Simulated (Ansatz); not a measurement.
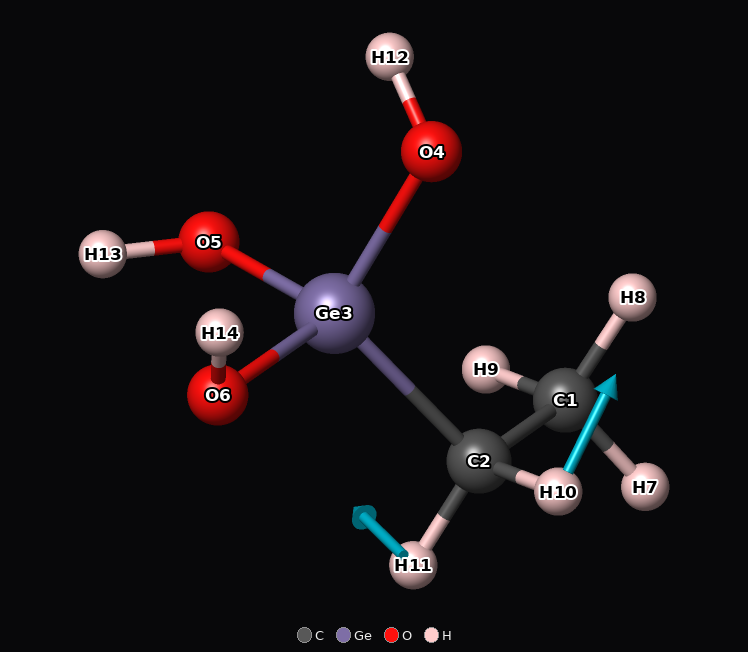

The arrows show one normal mode. Harmonic vibrations computed with RKS PBE0-D4/def2-TZVP (Ansatz 0.2.0) at a stationary point of the same level.

**What kind of motion is it?**

Mostly H–C–H bending.

**Estimate its harmonic wavenumber.**

1448 cm⁻¹; it is mode 26 of 36 counted from the lowest.
